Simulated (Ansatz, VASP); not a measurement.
# Cross-check of LaBi between VASP and Ansatz

Aim: how closely do two programs agree when they are given the same cell, functional and k mesh? The cell is a member of a volume series, scaled by 1.06 from a relaxed one, so a pressure remains.

Program: Ansatz 0.2.0. Level of theory: plane waves, with VASP 6.6.1 beside it; single point at LDA and band structure at LDA, spin-orbit coupling. Results are calculated unless marked as measured.

### Step 1. Starting point

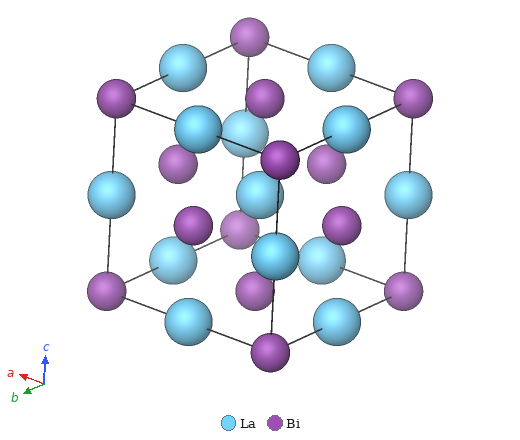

Start, viewed from a free direction; lanthanum blue, bismuth purple. This picture shows the conventional cell, with its axes. Some periodic images of atoms are drawn too.

Structure file:

```
La Bi
1.0
     0.00000    3.31556    3.31556
     3.31556    0.00000    3.31556
     3.31556    3.31556    0.00000
La Bi
1 1
Direct
  0.50000 0.50000 0.50000
  0.00000 0.00000 0.00000
```

### Step 2. VASP: single point, LDA

With cell and atoms fixed, the geometry can't cause a difference; cores, projectors, grids and the points listed under the comparison can.

Lines of VASP's logs that name or quote its potential files are left out, and so is its time.

INCAR

```
SYSTEM = LaBi
PREC = Accurate
ENCUT = 400
EDIFF = 1E-06
NELM = 100
ISMEAR = 1
SIGMA = 0.2
LREAL = .FALSE.
ALGO = Normal
GGA = CA
NBANDS = 19
LASPH = .TRUE.
LORBIT = 11
LWAVE = .FALSE.
LCHARG = .FALSE.
KPAR = 2
ISIF = 2
```

POSCAR

```
LaBi
1.0
    0.0000000000      3.3155639350      3.3155639350
    3.3155639350      0.0000000000      3.3155639350
    3.3155639350      3.3155639350      0.0000000000
La Bi
1 1
Direct
    0.5000000000      0.5000000000      0.5000000000
    0.0000000000      0.0000000000      0.0000000000
```

KPOINTS

```
Automatic mesh
0
Gamma
7 7 7
0 0 0
```

Potentials, in the order of the species: La and Bi_d (LDA family, release 64).

Started as:

```bash
> mpirun -np 2 vasp_std
```

Numbers of over 12 decimals in the logs are rounded to 6 here.

Output:

```text
[banner, memory and clock lines left out]
running    2 mpi-ranks, on    1 nodes
 distrk:  each k-point on    1 cores,    2 groups
 distr:  one band on    1 cores,    1 groups

 POSCAR found type information on POSCAR LaBi
 POSCAR found :  2 types and       2 ions
 LDA part: xc-table for (Slater(with rela. corr.)+CA(PZ))
 , standard interpolation
 POSCAR, INCAR and KPOINTS ok, starting setup
 FFT: planning ... GRIDC
 FFT: planning ... GRID_SOFT
 FFT: planning ... GRID
 WAVECAR not read
 entering main loop
       N       E                     dE             d eps       ncg     rms          rms(c)
DAV:   1     0.259880578802E+03    0.25988E+03   -0.98574E+03   760   0.153E+03
DAV:   2     0.172186110859E+02   -0.24266E+03   -0.23601E+03   923   0.353E+02
DAV:   3    -0.984995654378E+01   -0.27069E+02   -0.26599E+02   953   0.157E+02
DAV:   4    -0.122296746752E+02   -0.23797E+01   -0.22532E+01  1456   0.359E+01
DAV:   5    -0.123436391424E+02   -0.11396E+00   -0.11394E+00  1138   0.557E+00    0.290E+00
DAV:   6    -0.122823835003E+02    0.61256E-01   -0.29289E-01  1498   0.301E+00    0.155E+00
DAV:   7    -0.122547810951E+02    0.27602E-01   -0.65534E-02  1189   0.251E+00    0.450E-01
DAV:   8    -0.122545523730E+02    0.22872E-03   -0.33311E-03  1304   0.492E-01    0.206E-01
DAV:   9    -0.122544363250E+02    0.11605E-03   -0.11415E-03  1168   0.279E-01    0.245E-02
DAV:  10    -0.122544346942E+02    0.16308E-05   -0.11458E-04  1368   0.949E-02    0.102E-02
DAV:  11    -0.122544373275E+02   -0.26333E-05   -0.14190E-05  1152   0.252E-02    0.336E-03
DAV:  12    -0.122544374755E+02   -0.14798E-06   -0.20348E-06   856   0.103E-02
   1 F= -.12254437E+02 E0= -.12254983E+02  d E =0.163581E-02
```

From OUTCAR (step 2):

```text
ion  position               nearest neighbor table
   1  0.500  0.500  0.500-   2 3.32   2 3.32   2 3.32   2 3.32   2 3.32   2 3.32
   2  0.000  0.000  0.000-   1 3.32   1 3.32   1 3.32   1 3.32   1 3.32   1 3.32

  LATTYP: Found a face centered cubic cell.
 ALAT       =     6.6311278700

 Subroutine GETGRP returns: Found 48 space group operations
 (whereof 48 operations were pure point group operations)

The static configuration has the point symmetry O_h .

 Found     20 irreducible k-points:

   k-points           NKPTS =     20   k-points in BZ     NKDIM =     20   number of bands    NBANDS=     19

   dimension x,y,z NGX =    32 NGY =   32 NGZ =   32
   dimension x,y,z NGXF=    64 NGYF=   64 NGZF=   64

   ENCUT  =  400.0 eV  29.40 Ry    5.42 a.u.   7.65  7.65  7.65*2*pi/ulx,y,z

   NELECT =      26.0000    total number of electrons

 k-points in reciprocal lattice and weights: Automatic mesh
   0.00000000  0.00000000  0.00000000       0.003
   0.14285714  0.00000000  0.00000000       0.023
   0.28571429  0.00000000  0.00000000       0.023
   0.42857143  0.00000000  0.00000000       0.023
   0.14285714  0.14285714  0.00000000       0.017
   0.28571429  0.14285714  0.00000000       0.070
   0.42857143  0.14285714  0.00000000       0.070
  -0.42857143  0.14285714  0.00000000       0.070
  -0.28571429  0.14285714  0.00000000       0.070
[...]
-0.42857143  0.42857143  0.14285714       0.070
  -0.28571429  0.42857143  0.14285714       0.070

 average (electrostatic) potential at core
       1 -97.8383       2-103.2961

 E-fermi :   6.3649

 k-point     1 :       0.0000    0.0000    0.0000
  band No.  band energies     occupation
    ...
      6     -15.1295      2.00000
      7      -9.8928      2.00000
      8      -9.8928      2.00000
      9      -9.8928      2.00000
     10      -3.9770      2.00000
     11       6.6366     -0.06633
     12       6.6366     -0.06633
     13       6.6366     -0.06633
     14       7.6387     -0.00000
     15       7.6387     -0.00000
    ...

 k-point     2 :       0.1429    0.0000    0.0000
  band No.  band energies     occupation
    ...
      9      -9.8869      2.00000
     10      -3.8066      2.00000
     11       5.5743      2.00000
     12       6.0876      2.06452
     13       6.0876      2.06452
     14       7.6058     -0.00000
     15       7.8067     -0.00000
     16       7.8067     -0.00000
     17       8.1676     -0.00000
     18       8.2847     -0.00000
    ...

 k-point     3 :       0.2857    0.0000    0.0000
  band No.  band energies     occupation
    ...
      9      -9.8735      2.00000
     10      -3.4067      2.00000
     11       4.1767      2.00000
     12       5.3290      2.00000
     13       5.3290      2.00000
     14       7.6926     -0.00000
     15       8.0334     -0.00000
     16       8.0334     -0.00000
     17       8.2701     -0.00000
     18       8.2703     -0.00000
    ...

  Total       -1.3393214     -1.3393214     -1.3393214      0.0000000      0.0000000      0.0000000
  in kB      -29.4369745    -29.4369745    -29.4369745      0.0000000      0.0000000      0.0000000
  external PRESSURE =     -29.4369745 kB  Pullay stress =       0.0000000 kB

  energy-cutoff  :      400.00
  volume of cell :       72.90
      direct lattice vectors                 reciprocal lattice vectors
     0.000000000  3.315563935  3.315563935    -0.150803908  0.150803908  0.150803908
     3.315563935  0.000000000  3.315563935     0.150803908 -0.150803908  0.150803908
     3.315563935  3.315563935  0.000000000     0.150803908  0.150803908 -0.150803908

 POSITION                                       TOTAL-FORCE (eV/Angst)
 -----------------------------------------------------------------------------------
      3.31556      3.31556      3.31556         0.000000      0.000000      0.000000
      0.00000      0.00000      0.00000        -0.000000     -0.000000     -0.000000
 -----------------------------------------------------------------------------------
    total drift:                                0.000000     -0.000000     -0.000000

  FREE ENERGIE OF THE ION-ELECTRON SYSTEM (eV)
  ---------------------------------------------------
  free  energy   TOTEN  =       -12.2544374755 eV

  energy  without entropy=      -12.2560732889  energy(sigma->0) =      -12.25498275

 total charge
# of ion       s       p       d       f       tot
--------------------------------------------------
    1        2.028   5.633   0.675   0.135   8.472
    2        1.441   1.719   9.877   0.000  13.036
--------------------------------------------------
tot          3.469   7.352  10.551   0.135  21.508

[... 3 further parts left out ...]
```

The run ends at a pressure of -2.94 GPa.

### Step 3. Ansatz: single point, LDA

Ansatz runs on its default PAW (the set named soft_2) files.

The same cell, functional (in two slightly different forms), mesh and smearing now go to Ansatz, which takes its cutoff from its data sets.

input.yaml

```yaml
crystal:
  lattice:
    - [0.0, 3.315563935, 3.315563935]
    - [3.315563935, 0.0, 3.315563935]
    - [3.315563935, 3.315563935, 0.0]
  atoms:
    - { symbol: La, position: [0.5, 0.5, 0.5] }
    - { symbol: Bi, position: [0.0, 0.0, 0.0] }
hamiltonian:
  xc: lda
  pseudopotentials: { kind: paw }
kpoints:
  mp_grid: { grid: [7, 7, 7] }
scf:
  occupations: { method: methfessel_paxton, width: 0.2 }
  n_extra_bands: 4
output:
  forces: true
  stress: true
  eigenvalues: true
  write_density: true
  write_potential: true
  elf: true
  volumetric_format: npy
```

Started as:

```bash
> ansatz run input.yaml --threads 2 --pin off --max-ram 4608MiB --backend cpu --events-out ev --progress --plain --runs-dir out
```

Output:

```text
scf.n_extra_bands = 4 over 13 filled bands (N_el = 26.0): the run solves 17 bands
Engine: ansatz 0.2.0, aarch64-unknown-linux-gnu
Pseudopotentials: kind: paw
Pseudopotential: La, paw, valence charge 11, recommended cutoff 420 eV (normal), La.paw.azcp
Pseudopotential: Bi, paw, valence charge 15, recommended cutoff 420 eV (normal), Bi.paw.azcp
Functional definition: SPW92
  exchange = slater_x
  correlation = pw_c
Crystal: 2 atoms, lattice volume = 72.896 Å³
Basis set: ecut = 420 eV, 1411 PW (Γ)
Bands: 17, of which v1, the nominal top of the filled ones, is band 13 counted from 1 (12 counted from 0)
Symmetry: 48 space group operations
Space group: Fm-3m (ITA 225), of the structure as read, at distance tolerance 4.2e-5 Å
k-points: 20 of 343
Non-local potential: La, projectors of the file, l = 0: 3, l = 1: 2, l = 2: 2, l = 3: 3
Non-local potential: Bi, projectors of the file, l = 0: 2, l = 1: 2, l = 2: 2, l = 3: 2
PAW form: soft (Blöchl's): semilocal exchange-correlation on the pseudo side does not see the compensation charge
PAW frozen core: La, regenerated for the run's functional, and the local potential with it (the file was generated under x = pbe(κ = 0.804, μ = 0.219515), c = pbe(β = 0.066725))
PAW frozen core: Bi, regenerated for the run's functional, and the local potential with it (the file was generated under x = pbe(κ = 0.804, μ = 0.219515), c = pbe(β = 0.066725))
PAW one-centre angular grid: La, 590 points (default); XC on 64 Gauss nodes
PAW one-centre angular grid: Bi, 590 points (default); XC on 64 Gauss nodes
Initial density: superposition of atomic densities (neutral atoms: chi_scale 0, normalization atom), corrected by the library's trained network
Initial wavefunctions: pseudopotential atomic-orbital guess
Functional: x = slater, c = lda
SCF iter   1: F=—  HF=-18164.117741 eV  |F-HF|=—  |Δ(HF+E_count)|=         —  Δρ=3.41e-3  dr2=4.30e-3  ethr=1.77e-3  ⟨swp⟩=3.6  Hψ=1360  notcnv=0
preconditioner: auto → none  [insulator: Δε(μ)=0.326 eV  Ē_g=5.126 eV  σ=0.200 eV  W_gap=0.81  n_scr=14 (ndim 8)  ℏωp=12.3 eV  f_vac=0.000  D(μ)=0.31/eV (n_scr^D=0)  ε∞_Penn≈6.8]
SCF iter   2: F=—  HF=-18164.117299 eV  |F-HF|=—  |Δ(HF+E_count)|=   4.42e-4  S|Δr|=    0.00e0  Δρ=1.43e-3  dr2=6.42e-4  ethr=1.65e-5  ⟨swp⟩=2.0  Hψ=750  notcnv=0
SCF iter   3: F=—  HF=-18164.117402 eV  |F-HF|=—  |Δ(HF+E_count)|=   1.03e-4  S|Δr|=    0.00e0  Δρ=4.88e-4  dr2=2.80e-4  ethr=2.47e-6  ⟨swp⟩=2.1  Hψ=598  notcnv=0
SCF iter   4: F=—  HF=-18164.117335 eV  |F-HF|=—  |Δ(HF+E_count)|=   6.72e-5  S|Δr|=    0.00e0  Δρ=1.78e-4  dr2=1.11e-5  ethr=1.08e-6  ⟨swp⟩=3.0  Hψ=611  notcnv=0
SCF iter   5: F=—  HF=-18164.117319 eV  |F-HF|=—  |Δ(HF+E_count)|=   1.58e-5  S|Δr|=    0.00e0  Δρ=3.21e-5  dr2=5.88e-7  ethr=4.26e-8  ⟨swp⟩=2.7  Hψ=576  notcnv=0
SCF iter   6: F=-18164.117319 eV  HF=-18164.117319 eV  |F-HF|=1.07e-8  |Δ(HF+E_count)|=   8.09e-8  S|Δr|=    0.00e0  Δρ=4.43e-6  dr2=1.89e-8  ethr=3.85e-10  ⟨swp⟩=11.6  Hψ=2893  notcnv=0
SCF 1 converged in 6 iterations: F = -18164.117319 eV  dr2 = 1.89e-8
  greatest PAW one-centre occupation: 0.986 electrons in one spin orbital (limit 2), on the Bi atom at site 1 (counted from 0), in its partial waves of l = 2
SCF converged after 6 iterations
Stability not checked: this state was not tested for a lower state beside it, because cold or Methfessel-Paxton smearing, or corrected tetrahedra, fill the levels in a way that the test cannot read (fill_not_monotonic; see scf.lower_state_search)
Free energy (F): -18164.117319 eV
Harris-Foulkes:  -18164.117319 eV  (|F-HF|=1.07e-8)
Internal energy: -18164.118935 eV  (E = F + TS)
E sigma→0 (E₀):  -18164.117723 eV
Entropy (-TS):   0.001617 eV (0.808 meV/atom)
Fermi energy:    9.536338 eV
--- Per-component energies (eV) ---
  E_band       = -158.662716
  E_kinetic    = 495.772203
  E_local      = -1977.913881  (includes V_loc(G=0)·N_el)
  E_nonlocal   = 661.003747
  E_hartree    = 655.351223
  E_xc         = -287.832294
  E_vxc        = -290.929428  (∫ρ·V_xc dr)
  E_paw        = -15597.953625  (= ΣΔE_a)
  E_vpaw       = -357.299883  (= ΣTr[D̂ρ^β])
  E_aug_tail   = -0.000527  (compensation charges beyond the density's cutoff)
  E_ewald      = -2112.863613
  E_core_change = 0.317832  (= ΣΔE_core)
  E_smearing   = 0.001617  (= −TS)
  E_closure    = 0.000000  (closes the sum)
  Σ components = -18164.117319   (vs F -18164.117319, Δ=0.00e0)
--- Forces (eV/Å), atoms counted from 1 ---
  atom   1  La     0.00000000     0.00000000     0.00000000
  atom   2  Bi    -0.00000000     0.00000000     0.00000000
  max |Σ_I F_I| component: 1.64e-29 eV/Å
--- Stress (GPa, compression-positive) ---
       -2.913116      -0.000000      -0.000000
        0.000000      -2.913116      -0.000000
        0.000000      -0.000000      -2.913116
  P = ⅓ Tr σ = -2.9131 GPa (-29.131 kbar)
--- Band table (eV; the first three rows and the last of 20) ---
  k-point 0: bands = [... 9 lower, -0.8528, 9.8076, 9.8076, 9.8076, 10.8122, 10.8122, 10.8122, 11.1866]
  k-point 1: bands = [... 9 lower, -0.6834, 8.7373, 9.2577, 9.2577, 10.7801, 10.9814, 10.9814, 11.3475]
  k-point 2: bands = [... 9 lower, -0.2860, 7.3380, 8.4987, 8.4987, 10.8683, 11.2119, 11.2119, 11.4504]
  k-point 19: bands = [... 9 lower, -0.2081, 7.6449, 8.1276, 8.3454, 10.9239, 11.1754, 11.3492, 11.3748]
```

Wall time 1.4 s (2 threads of Arm Neoverse V1, shared host); peak memory 0.34 GiB.

Reading the cycles: dr2 is the Hartree energy of the density residual (eV), the measure of convergence; HF is the Harris–Foulkes estimate of the energy, which meets the free energy F at convergence.

The run ends at a pressure of -2.91 GPa.

### Step 4. Differences

Known differences besides the PAW data sets themselves: the two LDA forms differ slightly; the cutoff is 420 eV in Ansatz and 400 eV in VASP; Ansatz makes its cores anew for this functional, VASP keeps those of its LDA data sets. Total energies have different zeros and are not compared.

Compared:

| quantity | Ansatz | VASP | difference |
| --- | --- | --- | --- |
| pressure (GPa) | -2.91 | -2.94 | +0.03 |

Ansatz's pressure holds a Pulay correction of 0.01 GPa; VASP's holds none.

### Step 5. Ansatz: band structure, LDA, spin-orbit coupling

Levels along a path test the potential and the projectors away from the mesh points. The cell compared in this pair holds 68.77 Å³, against 72.90 Å³ for the pair before.

The cell comes out of the VASP series on this material, whose earlier steps may have relaxed, scaled or displaced it; both programs get it as it stands.

input.yaml

```yaml
crystal:
  lattice:
    - [0.0, 3.2517872099, 3.2517872099]
    - [3.2517872099, 0.0, 3.2517872099]
    - [3.2517872099, 3.2517872099, 0.0]
  atoms:
    - { symbol: La, position: [0.5, 0.5, 0.5] }
    - { symbol: Bi, position: [0.0, 0.0, 0.0] }
hamiltonian:
  xc: lda
  pseudopotentials: { kind: paw_fr }
magnetization:
  noncollinear: true
  spin_orbit: true
kpoints:
  mp_grid: { grid: [6, 6, 6] }
  band_path:
    path:
      - [0.0, 0.0, 0.0]
      - [0.16667, 0.0, 0.16667]
      - [0.33333, 0.0, 0.33333]
      - [0.5, 0.0, 0.5]
      - [0.5, 0.08333, 0.58333]
      - [0.5, 0.18333, 0.68333]
      - [0.5, 0.25, 0.75]
      - [0.45, 0.3, 0.75]
      - [0.40833, 0.34167, 0.75]
      - [0.35, 0.35, 0.7]
      - [0.225, 0.225, 0.45]
      - [0.075, 0.075, 0.15]
      - [0.03333, 0.03333, 0.03333]
      - [0.23333, 0.23333, 0.23333]
      - [0.4, 0.4, 0.4]
      - [0.51667, 0.46667, 0.51667]
      - [0.55833, 0.38333, 0.55833]
      - [0.60833, 0.28333, 0.60833]
      - [0.60833, 0.25, 0.64167]
      - [0.55833, 0.25, 0.69167]
      - [0.51667, 0.25, 0.73333]
      - [0.5, 0.3, 0.7]
      - [0.5, 0.38333, 0.61667]
      - [0.5, 0.48333, 0.51667]
      - [0.475, 0.475, 0.55]
      - [0.425, 0.425, 0.65]
      - [0.38333, 0.38333, 0.73333]
      - [0.59167, 0.18333, 0.59167]
      - [0.55, 0.1, 0.55]
      - [0.5, 0.0, 0.5]
    npoints: 1
scf:
  occupations: { method: methfessel_paxton, width: 0.2 }
  n_extra_bands: 14
output:
  forces: true
  stress: true
  eigenvalues: true
  write_density: true
  write_potential: true
  elf: true
  volumetric_format: npy
```

Output:

```text
[...]
non-collinear run that drives no moment, with spin-orbit: no starting moment large enough to seed its density (crystal.atoms[].spin), no starting occupations that ask for one, no magnetisation constraint and no magnetic field, so the semilocal B_xc is pinned to zero
Crystal: 2 atoms, lattice volume = 68.770 Å³
Basis set: ecut = 420 eV, 1363 PW (Γ)
[...]
k-point 1: bands = [... 22 lower, 9.8255, 9.8255, 10.2210, 10.2210, 11.5532, 11.5532, 11.7858, 11.7858, ... 10 higher]
  k-point 2: bands = [... 22 lower, 8.6840, 8.6840, 9.3300, 9.3300, 11.7562, 11.7562, 12.0764, 12.0764, ... 10 higher]
  k-point 15: bands = [... 22 lower, 9.0907, 9.0907, 9.3624, 9.3624, 11.4236, 11.4236, 12.0852, 12.0852, ... 10 higher]
[key lines of the parts left out:]
SCF converged after 8 iterations
Magnetization: |M| = 0.0000 μB,  M = (+0.0000, +0.0000, +0.0000) μB
Free energy (F): -18209.200720 eV
Fermi energy:    10.553875 eV
P = ⅓ Tr σ = -0.4637 GPa (-4.637 kbar)
```

Run time: 12 s. Hardware: 2 threads; peak memory 0.56 GiB.

(Continued in part 2 of 2.)

[Lines on the potential files, build, host, timing and source positions are cut from VASP's logs without a mark.]

[Logs are printed without paths, hosts, clocks, repeated set-up lines and the standing remarks that a program may print on its own settings, such as how far it seeks lower states.]

[Hosts, paths, dates, database ids (printed as entryN), source tags and the programs' standing remarks are cut or masked in the printed files.]
